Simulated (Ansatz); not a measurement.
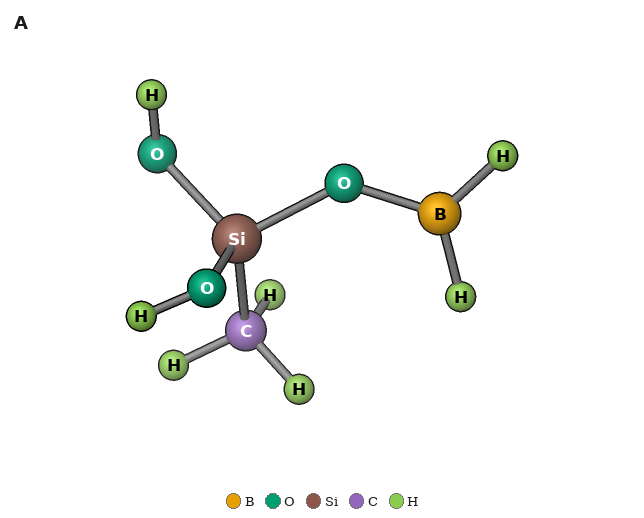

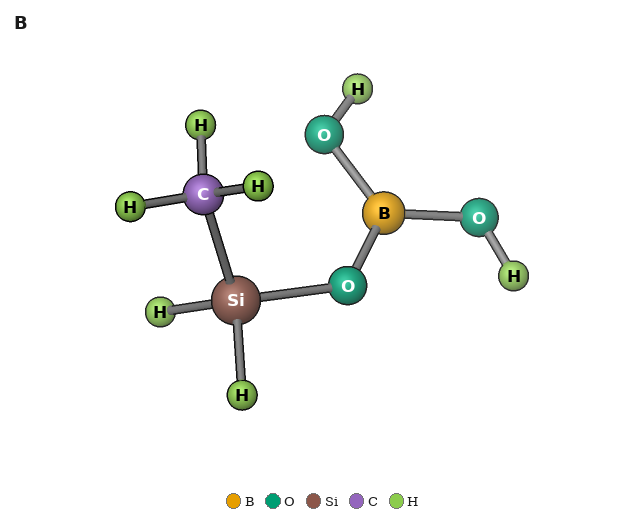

2 stationary structures of one formula. Geometries: PBE0-D4/def2-TZVP. Electronic energies: CCSD(T)/CBS (MP2 limit from def2-TZVPP and def2-QZVPP plus CCSD(T) − MP2) (Ansatz 0.2.0), without zero-point energy. No frequency run is at hand to confirm each as a minimum. Each is one conformer, not always the lowest.

**How are they related?**

They are constitutional isomers of CH7BO3Si: A `BO[Si](C)(O)O`, B `C[SiH2]OB(O)O`.

**Which structure is the most stable?**

B is lowest; A lies 0.354 eV above it.

Give E(B) − E(A) in eV at these levels too: PBE0-D4/def2-TZVP; B2PLYP (frozen core)/def2-TZVPP; r2SCAN-D4/def2-TZVPP; ωB97M-V/def2-TZVPP; RHF-CCSD(T) (frozen core)/def2-TZVPP; RHF-MP2 (frozen core)/def2-QZVPP; B3LYP-D4/def2-TZVPP; PBE0-D4/def2-TZVPP.

| level | E(B) − E(A) (eV) |
| --- | --- |
| PBE0-D4/def2-TZVP | −0.496 |
| B2PLYP (frozen core)/def2-TZVPP | −0.394 |
| r2SCAN-D4/def2-TZVPP | −0.429 |
| ωB97M-V/def2-TZVPP | −0.392 |
| RHF-CCSD(T) (frozen core)/def2-TZVPP | −0.399 |
| RHF-MP2 (frozen core)/def2-QZVPP | −0.323 |
| B3LYP-D4/def2-TZVPP | −0.404 |
| PBE0-D4/def2-TZVPP | −0.484 |
